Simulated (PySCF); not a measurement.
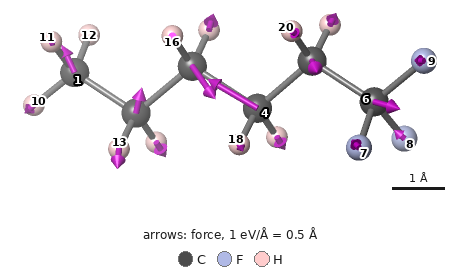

Starting geometry of C6H11F3 with the computed forces as purple arrows. Style: ball-and-stick. Shown at a tilt.

The start comes from GFN2-xTB. Its atoms were then displaced at random by about 0.01 Å.

The calculation used PBE0-D3(BJ)/def2-SVP geometry optimisation, gas phase in PySCF. 

> What follows when this structure is relaxed?

It isn't relaxed: the largest force vector, on a C atom, is 2.27 eV/Å. The final displacements follow the starting forces only in part (cosine between the two patterns 0.41). The largest move after the best rigid fit is that of an H atom, 0.072 Å. By element the largest moves are H 0.072 Å, F 0.070 Å, C 0.045 Å. Among the contacts that change: C–C 1.575 → 1.521 Å, C–H 1.075 → 1.104 Å, C–C 1.491 → 1.520 Å, C–H 1.115 → 1.101 Å. Bond angles that change, for instance: H–C–H 109.3° → 106.2°, H–C–H 108.3° → 105.6°, C–C–H 107.4° → 109.7°. The energy falls by 16.9 kJ/mol in 8 geometry steps.
